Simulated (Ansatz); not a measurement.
# CCSDTQ/STO-3G run of SiH2Cl− (SMILES [SiH2-]Cl)

Aim: the vertical singlet–triplet gap of SiH2Cl− at CCSDTQ/STO-3G, from 2 runs. 

The results are computed with Ansatz 0.2.0.

1 further run of the same task is left out (set aside as unsound or not needed).

## Step 1: The system as given

SiH2Cl−: 4 atoms, total charge -1, spin state singlet. As SMILES, `[SiH2-]Cl`. The shape is that of a GFN2-xTB optimisation.

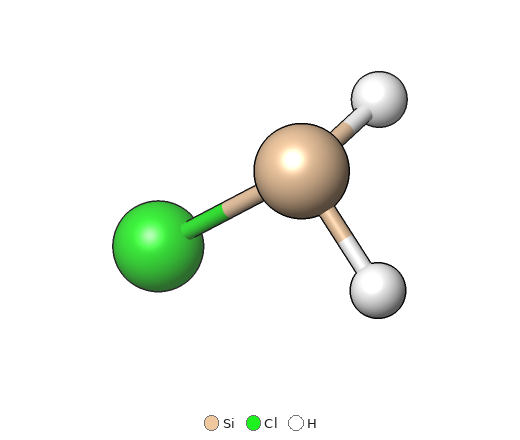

Viewed from a chosen angle; silicon light orange, chlorine green, hydrogen white.

## Step 2: A single-point energy at CCSDTQ/STO-3G

job.yaml

```yaml
crystal:
  periodic: [false, false, false]
  atoms:
    - {symbol: Si, position_ang: [-0.487890, 0.431230, 0.253920]}
    - {symbol: Cl, position_ang: [1.672110, -0.122480, 0.774530]}
    - {symbol: H, position_ang: [-0.971070, -0.977580, 0.165380]}
    - {symbol: H, position_ang: [-0.213160, 0.668840, -1.193830]}
basis:
  gaussian:
    orbitals: STO-3G
total_charge: -1
correlation:
  method: ccsdtq
  frozen_orbitals: {Cl: 5, H: 0, Si: 5}
accuracy: high
scf:
  omitted_lower_state_checks: [cluster_reference, increment]
```

Run with:

```console
$ ansatz run job.yaml --threads 1 --pin off --max-ram 2610MiB --events-out events.jsonl --progress --plain --runs-dir runs
```

Log, cut to the lines that bear on the results:

```text
Warning: RAYON_NUM_THREADS=1 ignored (pool sized by the plan → 1); use --threads N
Functional definition: HF
  name "HF"
[...]
338 factors; integrals over basis functions are off by at most 2.0e-8 eV
[...]
mean field -20170.13900497 eV, -741.2389366213 hartree, gradient 2.0e-8 eV, S^2 0.000000; 0 other end points of the search recorded, 0 dependent functions left out
10 core orbitals not correlated: weight in the atoms' cores, before any rotation towards them, 1.000 or more for the frozen orbitals, at most 0.000 for the correlated occupied ones
reference -20170.13900497 eV, -741.2389366213 hartree; 7, 7 occupied and 3, 3 virtual orbitals, 338 factors
second order -0.91008519 eV of doubles, -0.00000000 eV of singles
cycle   1  -1.17581521 eV  change   -2.7e-1 eV  update   4.8e-2
[...]
cycle  22  -1.33447385 eV  change  -1.0e-10 eV  update  5.5e-10
Total energy: -20171.47347882 eV, -741.2879776310 hartree
Checks for a lower state left out: cluster_reference, increment
```

Wall time 2.2 s (1 thread of Arm Neoverse V1, shared host); peak memory 0.098 GiB.

## Step 3: The triplet at the same level

molecule.yaml

```yaml
crystal:
  periodic: [false, false, false]
  atoms:
    - {symbol: Si, position_ang: [-0.487890, 0.431230, 0.253920]}
    - {symbol: Cl, position_ang: [1.672110, -0.122480, 0.774530]}
    - {symbol: H, position_ang: [-0.971070, -0.977580, 0.165380]}
    - {symbol: H, position_ang: [-0.213160, 0.668840, -1.193830]}
basis:
  gaussian:
    orbitals: STO-3G
total_charge: -1
magnetization:
  spin_polarized: true
  initial_magnetization: 2
correlation:
  method: ccsdtq
  frozen_orbitals: {Cl: 5, H: 0, Si: 5}
accuracy: high
scf:
  omitted_lower_state_checks: [cluster_reference, increment]
```

Run with:

```console
$ ansatz run molecule.yaml --threads 1 --pin off --max-ram 2610MiB --events-out events.jsonl --progress --plain --runs-dir runs
```

Log, cut to the lines that bear on the results:

```text
Warning: RAYON_NUM_THREADS=1 ignored (pool sized by the plan → 1); use --threads N
[... 2 set-up lines as earlier in the session ...]
[...]
338 factors; integrals over basis functions are off by at most 2.0e-8 eV
[...]
mean field -20165.46721147 eV, -741.0672513768 hartree, gradient 6.5e-8 eV, S^2 2.004290; 0 other end points of the search recorded, 0 dependent functions left out
10 core orbitals not correlated: weight in the atoms' cores, before any rotation towards them, 1.000 or more for the frozen orbitals, at most 0.000 for the correlated occupied ones
reference -20165.46721147 eV, -741.0672513768 hartree; 8, 6 occupied and 2, 4 virtual orbitals, 338 factors
second order -0.66560024 eV of doubles, -0.00000000 eV of singles
cycle   1  -0.89174386 eV  change   -2.3e-1 eV  update   4.3e-2
[...]
cycle  27  -1.04623214 eV  change  -6.3e-10 eV  update   1.1e-9
Total energy: -20166.51344361 eV, -741.1056996989 hartree
Checks for a lower state left out: cluster_reference, increment
```

Wall time 29 s (1 thread of Arm Neoverse V1, shared host); peak memory 0.24 GiB.

## Step 4: Outcome

At CCSDTQ/STO-3G, 10 core orbitals frozen:

| quantity | value |
| --- | --- |
| singlet: total energy | -741.28798 Eh |
| singlet: correlation energy (10 core orbitals frozen) | -49.0 mEh |
| singlet: T1 diagnostic | 0.006 |
| triplet: total energy | -741.10570 Eh |
| triplet: correlation energy (10 core orbitals frozen) | -38.4 mEh |
| triplet: ⟨S²⟩ of the reference determinant | 2.004 |
| triplet: T1 diagnostic | 0.005 |
| vertical energy of the triplet above the singlet | 4.960 eV |

**Reading.** At this shape the triplet lies 4.96 eV (114 kcal/mol) above the singlet. For an anion a state so high probably lies above electron detachment. In a minimal basis such a difference can be off by several eV, whatever the method.
